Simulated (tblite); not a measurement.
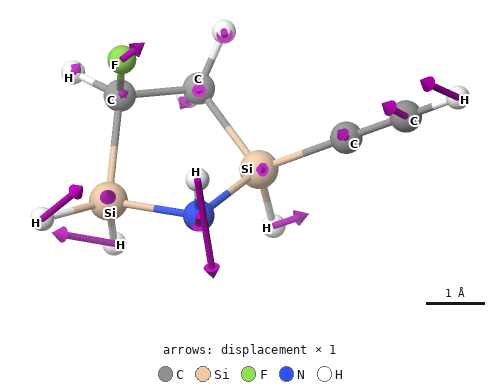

A relaxation of C₄H₈FNSi₂. The starting structure is drawn; purple arrows show the displacements, at their true length. The two geometries are superimposed by the best rigid fit.

Style: ball-and-stick. Shown at a tilt.

Theory: GFN2-xTB geometry optimisation, gas phase in tblite 0.8.0. 

### Atoms of which element are displaced furthest, and by how much?

Hydrogen: up to 2.11 Å, against 0.73 Å for nitrogen.

### Describe the change and its energy.

An H atom moves most after the best rigid fit: 2.11 Å. Largest moves by element: H 2.11 Å, N 0.73 Å, C 0.67 Å, F 0.53 Å, Si 0.39 Å. Among the contacts that change: N–Si 1.804 → 1.728 Å, H–N 1.071 → 1.005 Å, C–Si 1.798 → 1.852 Å, C–Si 1.872 → 1.920 Å. Bond angles that change, for instance: Si–N–Si 96.8° → 118.7°, Si–N–H 106.3° → 120.7°, Si–N–H 107.6° → 120.3°. Groups turn about C–Si by about 35°, C–Si by about 30°. After 136 geometry steps the energy has fallen by 21.7 kcal/mol. The run took 1.5 s on 1 thread of Intel(R) Xeon(R) Platinum 8488C, with other jobs on the host.
